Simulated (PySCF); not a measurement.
# C₄HF₅: NMR shifts and electronic excitations in gas and solvents, part 2 of 2

PySCF 2.14.0. Atoms count from 0.

### Step 5. Ultraviolet spectrum: B3LYP/def2-SVPD

What the job is given:

```
{"job": {"kind": "uv", "xc": "B3LYP", "basis": "def2-SVPD", "dynamic": true, "nstates": 6, "ntriplets": 0}, "charge": 0, "multiplicity": 1}
C      2.321188    -0.160451    -0.195239
C      1.172020     0.208111    -0.214886
C     -0.229081     0.630973    -0.220150
F     -0.632058     0.942586    -1.464701
F     -0.403680     1.714303     0.557242
C     -1.173987    -0.474370     0.307746
F     -1.092336    -1.548623    -0.464962
F     -2.422303    -0.037040     0.306934
F     -0.834867    -0.808025     1.544908
H      3.345359    -0.488205    -0.178210
```

With the program's defaults for keys left out, this is: TDDFT B3LYP/def2-SVPD, vertical, gas phase, core orbitals frozen in the response.

What it wrote:

```text
coarse grid: 10400 points
cycle   1  E = -651.3962458307  dE =  1.589e+00  |g| = 1.111e+00  |ddm| = 9.414e+00
cycle   2  E = -651.0298626482  dE =  3.664e-01  |g| = 1.887e+00  |ddm| = 3.598e+00
cycle   3  E = -651.6022669776  dE = -5.724e-01  |g| = 2.070e-01  |ddm| = 2.046e+00
cycle   4  E = -651.6082157502  dE = -5.949e-03  |g| = 1.413e-01  |ddm| = 3.812e-01
cycle   5  E = -651.6130849784  dE = -4.869e-03  |g| = 2.407e-02  |ddm| = 1.880e-01
cycle   6  E = -651.6132134382  dE = -1.285e-04  |g| = 5.053e-03  |ddm| = 5.390e-02
cycle   7  E = -651.6132187664  dE = -5.328e-06  |g| = 1.612e-03  |ddm| = 9.104e-03
final grid: 108224 points
cycle   8  E = -651.7030813137  dE = -3.779e-05  |g| = 6.806e-03  |ddm| = 9.846e-02
cycle   9  E = -651.7030713183  dE =  9.995e-06  |g| = 1.051e-02  |ddm| = 1.451e-02
cycle  10  E = -651.7030885071  dE = -1.719e-05  |g| = 6.232e-04  |ddm| = 8.765e-03
cycle  11  E = -651.7030885428  dE = -3.563e-08  |g| = 4.625e-04  |ddm| = 1.224e-03
cycle  12  E = -651.7030885963  dE = -5.351e-08  |g| = 8.946e-05  |ddm| = 5.660e-04
cycle  13  E = -651.7030885980  dE = -1.772e-09  |g| = 1.709e-05  |ddm| = 1.625e-04
cycle  14  E = -651.7030885981  dE = -4.388e-11  |g| = 7.878e-06  |ddm| = 2.375e-05
converged SCF energy = -651.7030885981

Static polarisability (au): isotropic 50.630, principal 42.825 43.343 65.721

Singlet excitations
state   eV       nm        f      main configurations
  1   6.3894    194.0   0.00002   H->L 0.63, H-1->L+1 0.36
  2   6.5816    188.4   0.00091   H-1->L+1 0.62, H->L 0.35
  3   6.5819    188.4   0.00012   H-1->L 0.49, H->L+1 0.48
  4   8.5472    145.1   0.08078   H->L+2 0.87
  5   8.5877    144.4   0.05820   H-1->L+2 0.94
  6   8.7068    142.4   0.00004   H-2->L 0.96
```

Run time: 51 s. Hardware: 1 thread of Intel Xeon Platinum 8175M at 2.50GHz, shared host; peak memory 0.9 GiB.

The orbitals next to the gap, with their largest atomic shares:

| orbital | eV | atoms |
| --- | --- | --- |
| HOMO−3 | -12.13 | F3 23 %, F6 22 %, F4 22 % |
| HOMO−2 | -10.81 | F3 20 %, F4 20 %, C2 15 % |
| HOMO−1 | -9.15 | C1 44 %, C0 42 % |
| HOMO | -9.14 | C1 42 %, C0 42 %, C2 5 % |
| LUMO | -0.92 | C0 34 %, C1 29 %, C2 10 % |
| LUMO+1 | -0.87 | C0 34 %, C1 30 %, C2 10 % |
| LUMO+2 | 0.43 | C0 38 %, H9 13 %, C1 13 % |

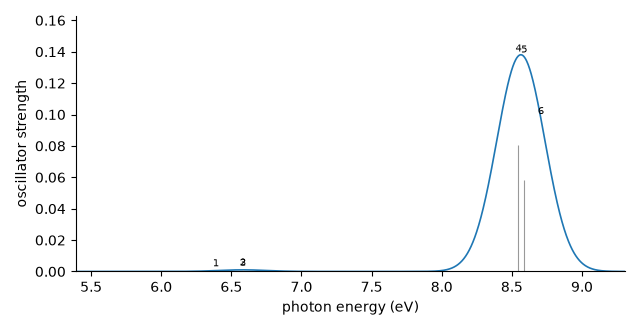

Absorption spectrum from the 6 singlet states computed; above the last one it falls off for lack of states. Lines are broadened to a width of 0.40 eV (Gaussian).

Ground-state properties from the same run:

| property | computed |
| --- | --- |
| dipole moment (D) | 2.47 |
| polarisability (Å³) | 7.50 |
| HOMO–LUMO gap (eV) | 8.22 |
| −ε(HOMO) (eV) | 9.14 |
| C6 with itself (au) | 1300 |

### Step 6. TDDFT and polarisability: B3LYP/def2-SVPD in benzene

Same as in step 5 but for these lines:

```diff
@@ -1,2 +1,2 @@
-{"job": {"kind": "uv", "xc": "B3LYP", "basis": "def2-SVPD", "dynamic": true, "nstates": 6, "ntriplets": 0}, "charge": 0, "multiplicity": 1}
+{"job": {"kind": "uv", "xc": "B3LYP", "basis": "def2-SVPD", "solvent": "benzene", "nstates": 6, "ntriplets": 0}, "charge": 0, "multiplicity": 1}
 C      2.321188    -0.160451    -0.195239
```

With the program's defaults for keys left out, this is: TDDFT B3LYP/def2-SVPD, vertical, IEF-PCM benzene (non-equilibrium linear response), core orbitals frozen in the response.

What it wrote:

```text
coarse grid: 10400 points
cycle   1  E = -651.3993533227  dE =  1.586e+00  |g| = 1.107e+00  |ddm| = 9.429e+00
cycle   2  E = -651.0392749249  dE =  3.601e-01  |g| = 1.871e+00  |ddm| = 3.555e+00
cycle   3  E = -651.6060478110  dE = -5.668e-01  |g| = 1.906e-01  |ddm| = 2.062e+00
cycle   4  E = -651.6108942291  dE = -4.846e-03  |g| = 1.317e-01  |ddm| = 3.691e-01
cycle   5  E = -651.6151181087  dE = -4.224e-03  |g| = 2.224e-02  |ddm| = 1.837e-01
cycle   6  E = -651.6152275858  dE = -1.095e-04  |g| = 4.322e-03  |ddm| = 4.850e-02
cycle   7  E = -651.6152315316  dE = -3.946e-06  |g| = 1.329e-03  |ddm| = 8.180e-03
final grid: 108224 points
cycle   8  E = -651.7050848140  dE = -3.801e-05  |g| = 6.731e-03  |ddm| = 9.905e-02
cycle   9  E = -651.7050755753  dE =  9.239e-06  |g| = 1.025e-02  |ddm| = 1.416e-02
cycle  10  E = -651.7050919019  dE = -1.633e-05  |g| = 4.792e-04  |ddm| = 8.406e-03
cycle  11  E = -651.7050919176  dE = -1.566e-08  |g| = 3.814e-04  |ddm| = 1.076e-03
cycle  12  E = -651.7050919525  dE = -3.495e-08  |g| = 9.871e-05  |ddm| = 5.125e-04
cycle  13  E = -651.7050919548  dE = -2.296e-09  |g| = 1.170e-05  |ddm| = 1.762e-04
cycle  14  E = -651.7050919549  dE = -2.501e-11  |g| = 4.930e-06  |ddm| = 2.335e-05
converged SCF energy = -651.7050919549

Static polarisability (au): isotropic 55.911, principal 47.371 47.528 72.832

Singlet excitations
state   eV       nm        f      main configurations
  1   6.3948    193.9   0.00002   H->L 0.65, H-1->L+1 0.33
  2   6.5730    188.6   0.00008   H-1->L 0.50, H->L+1 0.49
  3   6.5745    188.6   0.00124   H-1->L+1 0.65, H->L 0.34
  4   8.4830    146.2   0.15379   H->L+2 0.79, H->L+1 0.10
  5   8.5504    145.0   0.08358   H-1->L+2 0.94
  6   8.8041    140.8   0.00060   H-2->L 0.98
```

Wall time 39 s (1 thread of Intel Xeon Platinum 8175M at 2.50GHz, shared host); peak memory 0.95 GiB.

Key values: HOMO -9.02 eV, LUMO -0.80 eV; lowest singlet 6.39 eV.

### Step 7. TDDFT and polarisability: B3LYP/def2-SVPD in tetrahydrofuran

Same as in step 6 but for these lines:

```diff
@@ -1,2 +1,2 @@
-{"job": {"kind": "uv", "xc": "B3LYP", "basis": "def2-SVPD", "solvent": "benzene", "nstates": 6, "ntriplets": 0}, "charge": 0, "multiplicity": 1}
+{"job": {"kind": "uv", "xc": "B3LYP", "basis": "def2-SVPD", "solvent": "tetrahydrofuran", "nstates": 6, "ntriplets": 0}, "charge": 0, "multiplicity": 1}
 C      2.321188    -0.160451    -0.195239
```

Method: TDDFT B3LYP/def2-SVPD, vertical, IEF-PCM tetrahydrofuran (non-equilibrium linear response), core orbitals frozen in the response.

What it wrote:

```text
coarse grid: 10400 points
cycle   1  E = -651.4018390790  dE =  1.584e+00  |g| = 1.104e+00  |ddm| = 9.439e+00
cycle   2  E = -651.0489879455  dE =  3.529e-01  |g| = 1.856e+00  |ddm| = 3.525e+00
cycle   3  E = -651.6090557283  dE = -5.601e-01  |g| = 1.767e-01  |ddm| = 2.072e+00
cycle   4  E = -651.6129797713  dE = -3.924e-03  |g| = 1.252e-01  |ddm| = 3.607e-01
cycle   5  E = -651.6167829442  dE = -3.803e-03  |g| = 2.116e-02  |ddm| = 1.808e-01
cycle   6  E = -651.6168814486  dE = -9.850e-05  |g| = 3.925e-03  |ddm| = 4.495e-02
cycle   7  E = -651.6168847462  dE = -3.298e-06  |g| = 1.164e-03  |ddm| = 7.659e-03
final grid: 108224 points
cycle   8  E = -651.7067307495  dE = -3.816e-05  |g| = 6.690e-03  |ddm| = 9.964e-02
cycle   9  E = -651.7067219079  dE =  8.842e-06  |g| = 1.011e-02  |ddm| = 1.399e-02
cycle  10  E = -651.7067377725  dE = -1.586e-05  |g| = 4.274e-04  |ddm| = 8.230e-03
cycle  11  E = -651.7067377875  dE = -1.501e-08  |g| = 3.246e-04  |ddm| = 1.025e-03
cycle  12  E = -651.7067378118  dE = -2.428e-08  |g| = 1.049e-04  |ddm| = 4.794e-04
cycle  13  E = -651.7067378144  dE = -2.640e-09  |g| = 9.962e-06  |ddm| = 1.797e-04
cycle  14  E = -651.7067378144  dE = -2.274e-11  |g| = 3.065e-06  |ddm| = 2.263e-05
converged SCF energy = -651.7067378144

Static polarisability (au): isotropic 60.765, principal 51.569 52.028 78.699

Singlet excitations
state   eV       nm        f      main configurations
  1   6.4014    193.7   0.00002   H->L 0.66, H-1->L+1 0.32
  2   6.5819    188.4   0.00007   H-1->L 0.50, H->L+1 0.48
  3   6.5839    188.3   0.00129   H-1->L+1 0.66, H->L 0.33
  4   8.4543    146.7   0.14366   H->L+2 0.79, H->L+1 0.11
  5   8.5277    145.4   0.08039   H-1->L+2 0.94
  6   8.8757    139.7   0.00120   H-2->L 0.98
```

It took 35 s on 1 thread of Intel Xeon Platinum 8175M at 2.50GHz, shared host; peak memory 0.85 GiB.

This run: HOMO -8.96 eV, LUMO -0.73 eV; lowest singlet 6.40 eV.

### Step 8. Comparing the runs: NMR shifts

Shifts (ppm) of some atoms, chosen among heavy atoms and hydrogens apart, means over like atoms, with basis size and wall time:

| run | C5 | C2 | C0 | H9 | F6 | F3 | functions | time |
| --- | --- | --- | --- | --- | --- | --- | --- | --- |
| PBE0/pcSseg-1 in benzene | 124.1 | 108.1 | 89.6 | 3.11 | -96.1 | -119.1 | 158 | 28 s |
| PBE0/pcSseg-1 in tetrahydrofuran | 124.5 | 108.6 | 91.8 | 3.38 | -95.2 | -118.3 | 158 | 31 s |

The continuum's effect on the ground state:

| solvent | ε | polarisation energy (Eh) | μ (D) |
| --- | --- | --- | --- |
| benzene | 2.27 | -0.0023 | 2.66 |
| tetrahydrofuran | 7.43 | -0.0044 | 2.86 |

### Step 9. Side by side: electronic excitations

Excitations and ground-state properties, with basis size and wall time:

| run | lowest singlet (eV) | brightest (eV) | f | gap (eV) | α (Å³) | μ (D) | functions | time |
| --- | --- | --- | --- | --- | --- | --- | --- | --- |
| B3LYP/def2-SVPD | 6.39 | 8.55 | 0.081 | 8.22 | 7.50 | 2.47 | 203 | 51 s |
| B3LYP/def2-SVPD in benzene | 6.39 | 8.48 | 0.154 | 8.22 | 8.29 | 2.75 | 203 | 39 s |
| B3LYP/def2-SVPD in tetrahydrofuran | 6.40 | 8.45 | 0.144 | 8.22 | 9.00 | 2.97 | 203 | 35 s |

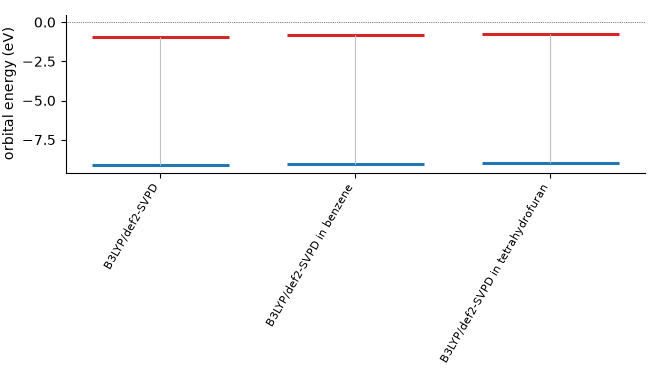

HOMO (blue) and LUMO (red) run by run.

The continuum's effect on the ground state:

| solvent | ε | polarisation energy (Eh) | μ (D) |
| --- | --- | --- | --- |
| benzene | 2.27 | -0.0021 | 2.75 |
| tetrahydrofuran | 7.43 | -0.0041 | 2.97 |

### Step 10. Outcome

What follows sums up all 2 parts.

```
                                                                          quantity                         value
                                                                       point group                            Cs
                                              rotational constants (main isotopes)          2.25, 1.52, 1.33 GHz
                                   13C shifts against TMS (PBE0/pcSseg-1, benzene)  124.1, 108.1, 89.6, 74.6 ppm
                                    1H shifts against TMS (PBE0/pcSseg-1, benzene)                      3.11 ppm
19F shifts against CFCl3 (PBE0/pcSseg-1, benzene, means over atoms taken as alike)             -96.1, -119.1 ppm
                                                  lowest singlet (B3LYP/def2-SVPD)   6.39 eV (194 nm), f = 0.000
                                          brightest single state of those computed   state 4, 8.55 eV, f = 0.081
                                                          range of the shift of C0              89.6 to 91.8 ppm
                                                       range of the lowest singlet               6.39 to 6.40 eV
```

Over 11 steps the energy fell by 0.146 eV; of the close pairs, C0–H9 changed most, 1.022 to 1.075 Å. At PBE0/pcSseg-1: The widest tensor belongs to C1: span 284 ppm, with a paramagnetic part of -156 ppm. The lowest singlet, at 6.39 eV, is HOMO→LUMO 0.63, HOMO−1→LUMO+1 0.36 and is dark; of the 6 states computed, the strongest absorption comes from state 4 at 8.55 eV. In ppm, C0 moves most: its shift spreads over 2.2 ppm, from 89.6 (PBE0/pcSseg-1 in benzene) to 91.8 (PBE0/pcSseg-1 in tetrahydrofuran). The continuum holds electrostatics alone: no hydrogen bonds to the solvent, and the gas-phase geometry is kept. The lowest singlet runs from 6.39 eV (B3LYP/def2-SVPD) to 6.40 eV (B3LYP/def2-SVPD in tetrahydrofuran), while the orbital gap is 8.22 eV. The lowest state need not be the same one in every run.
